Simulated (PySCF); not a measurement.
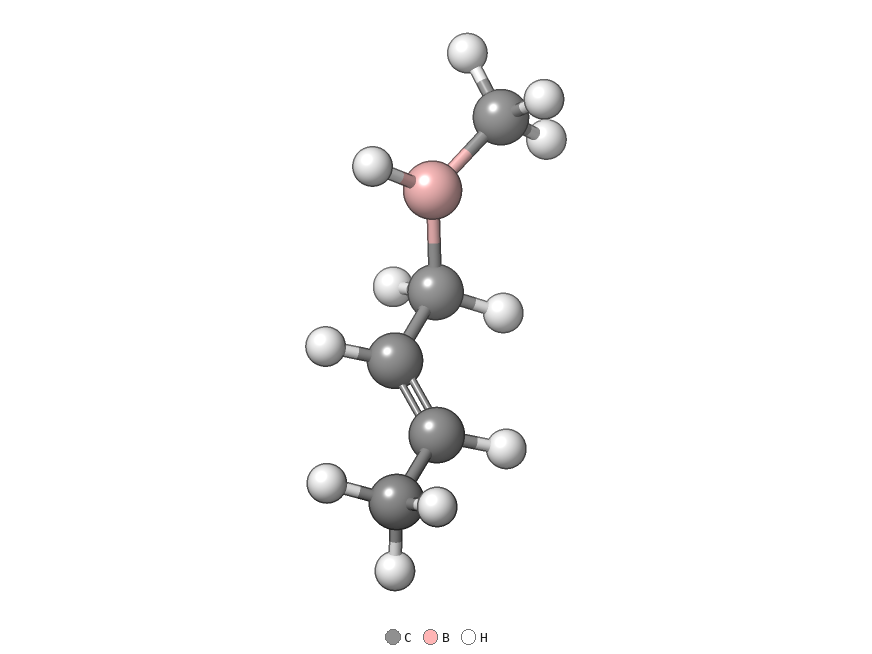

Rendered structure (ball-and-stick style).

**Count the atoms of each element.**

C5H11B, 17 atoms: 5 carbon, 11 hydrogen and 1 boron.

**Write the SMILES.**

CBC/C=C/C

**What is the point group of this geometry?**

C1.

The parts below concern this one geometry. Atoms keep their numbers from picture to picture. The computed structure is the end point of a PBE0-D3(BJ)/def2-SVP optimisation. No frequency run is at hand to confirm it as a minimum.

**Shape**

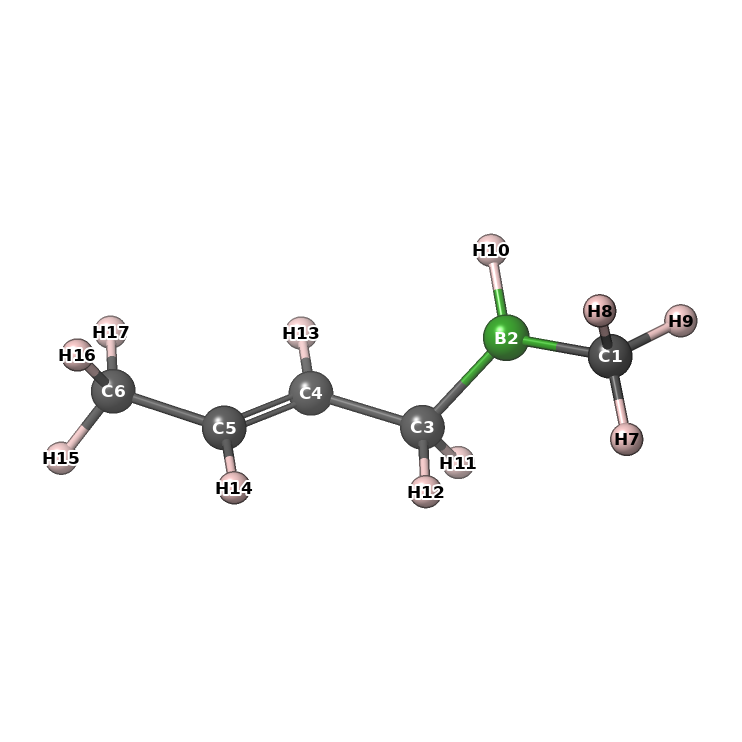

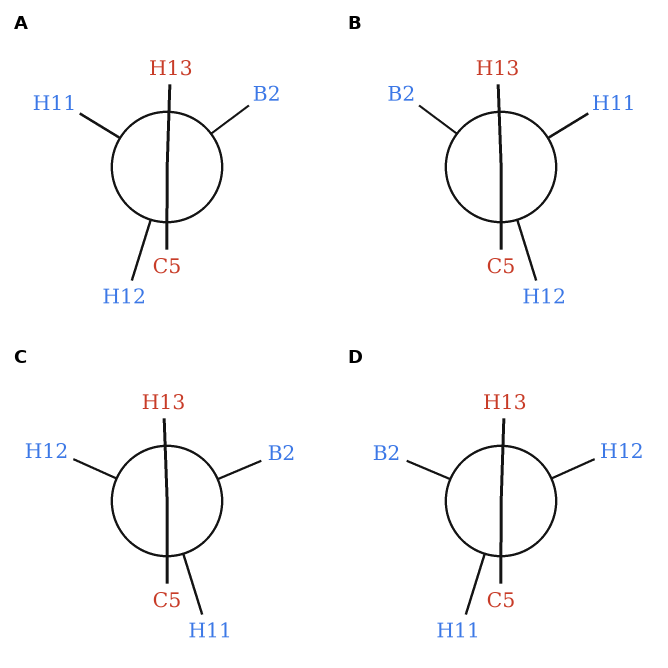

Depth is shown by fading: the farther an atom, the more it takes the colour of the background. Bonds that would overlap in a projection are set slightly apart. No frequency run is at hand to confirm it as a minimum.

**Which Newman projection shows the view along C4–C3, with C4 in front?**

A. The torsion angle C5–C4–C3–B2 is −127°, anticlinal.

**Polarisability**

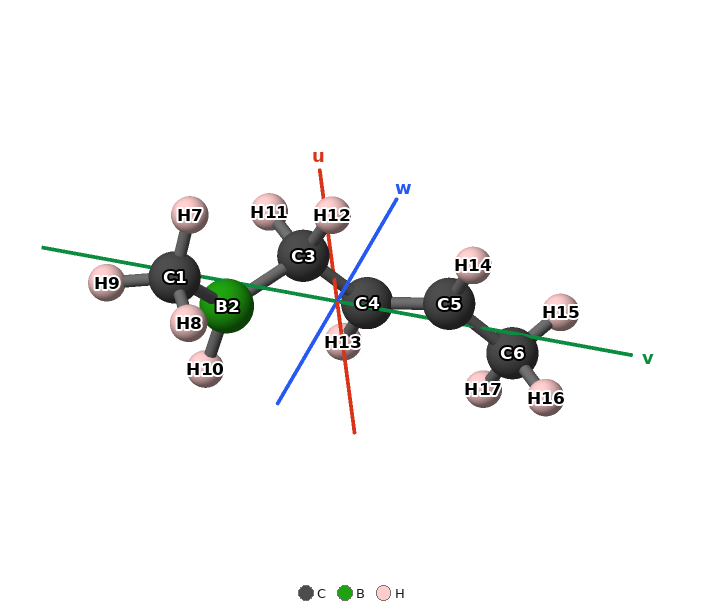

The lines u, v and w are the principal axes of the static dipole polarisability. No frequency run is at hand to confirm it as a minimum. Computed with PBE0/def2-SVPD (PySCF 2.14.0).

**Along which axis is the molecule most polarisable, and along which least?**

Most along v (close to the long direction C1···C6), least along u.

**Give the three principal values.**

u 63.2, v 105.7, w 70.8 bohr³; mean 79.9, anisotropy 39.2 bohr³.

**Bond orders**

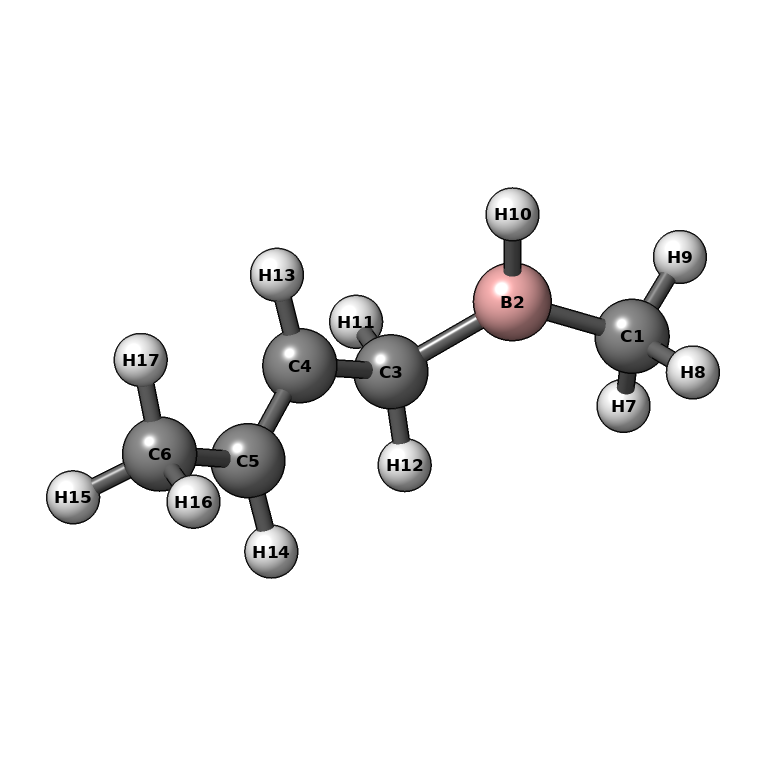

Every bond is drawn as one stick. No frequency run is at hand to confirm it as a minimum. Method: PBE0/pcSseg-1 in cyclohexane (IEF-PCM) (PySCF 2.14.0).

**Which bond between heavy atoms has the highest Mayer bond order?**

C4–C5, 1.89, at a length of 1.337 Å.

List the Mayer bond orders of C1–B2, B2–C3, C3–C4, C4–C5, C5–C6 (bonds between heavy atoms, one of each equivalent set).

```json
{"bond": "C1–B2", "Mayer order": "1.06", "length (Å)": "1.562"}
{"bond": "B2–C3", "Mayer order": "1.00", "length (Å)": "1.566"}
{"bond": "C3–C4", "Mayer order": "1.05", "length (Å)": "1.493"}
{"bond": "C4–C5", "Mayer order": "1.89", "length (Å)": "1.337"}
{"bond": "C5–C6", "Mayer order": "1.06", "length (Å)": "1.493"}
```

**Excitation**

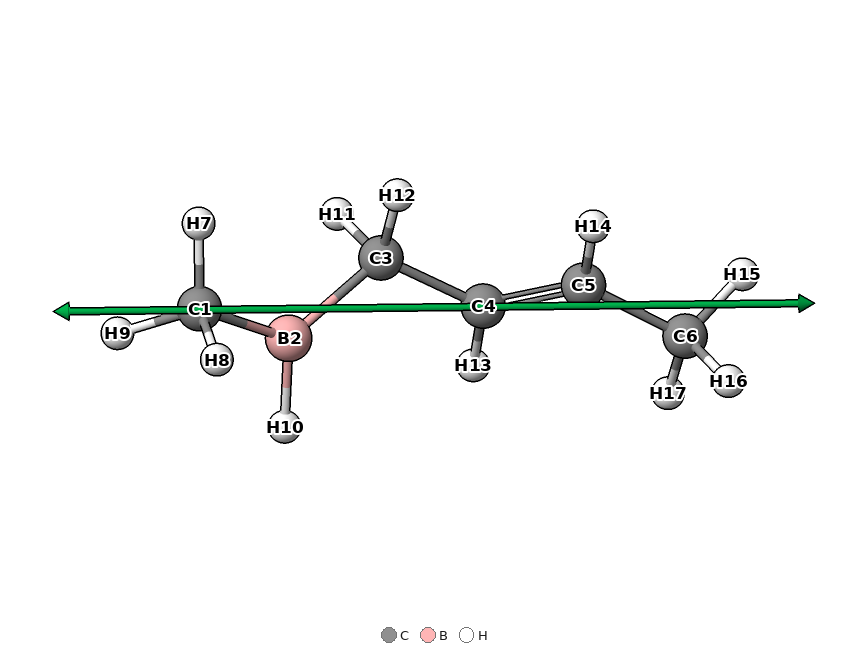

The double arrow shows the direction of the transition dipole to excited singlet state 4 (its length means nothing). No frequency run is at hand to confirm it as a minimum. Properties computed with TDDFT PBE0/def2-SVPD, vertical, IEF-PCM methanol (non-equilibrium linear response), core orbitals frozen in the response (PySCF 2.14.0).

**Where does the transition lie, and how strong is it?**

6.83 eV (182 nm), oscillator strength 0.54, mainly HOMO → LUMO+1 (weight 0.70); transition dipole 4.57 D.

**Quadrupole coupling**

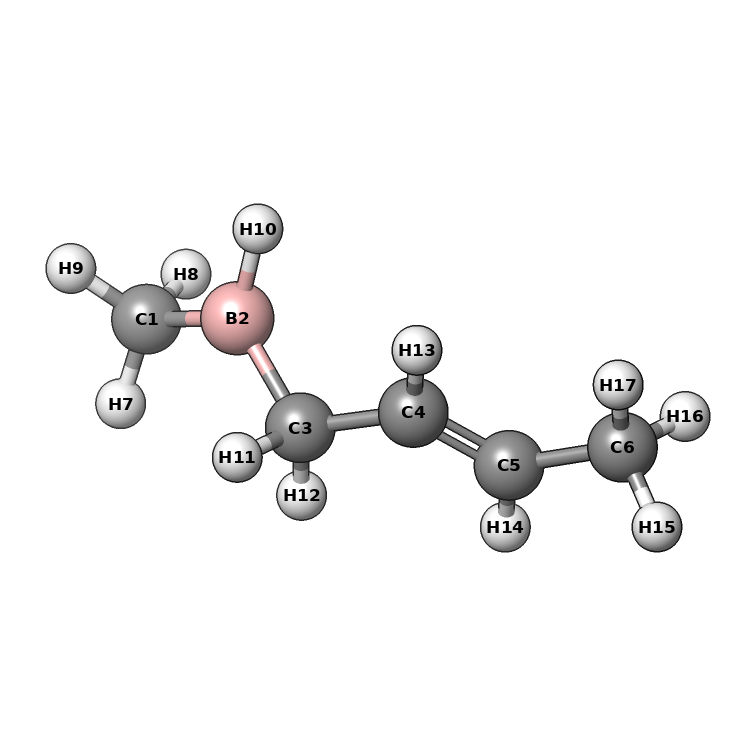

No frequency run is at hand to confirm it as a minimum. Electric field gradients from the ground-state density, PBE0/pcSseg-1 in cyclohexane (IEF-PCM) (PySCF 2.14.0), non-relativistic apart from any core potentials.

Give the largest field-gradient component, the quadrupole coupling constant and the asymmetry for 11B at B2 (Q = 40.59 mb), 2H at H7 (Q = 2.86 mb), 2H at H8 (Q = 2.86 mb), 2H at H9 (Q = 2.86 mb), 2H at H10 (Q = 2.86 mb).

```json
{"atom": "B2", "V_zz (a.u.)": "0.603", "e²qQ/h (MHz)": "5.75", "η": "0.08"}
{"atom": "H7", "V_zz (a.u.)": "0.298", "e²qQ/h (MHz)": "0.200", "η": "0.02"}
{"atom": "H8", "V_zz (a.u.)": "0.288", "e²qQ/h (MHz)": "0.193", "η": "0.01"}
{"atom": "H9", "V_zz (a.u.)": "0.297", "e²qQ/h (MHz)": "0.199", "η": "0.02"}
{"atom": "H10", "V_zz (a.u.)": "0.193", "e²qQ/h (MHz)": "0.130", "η": "0.11"}
```
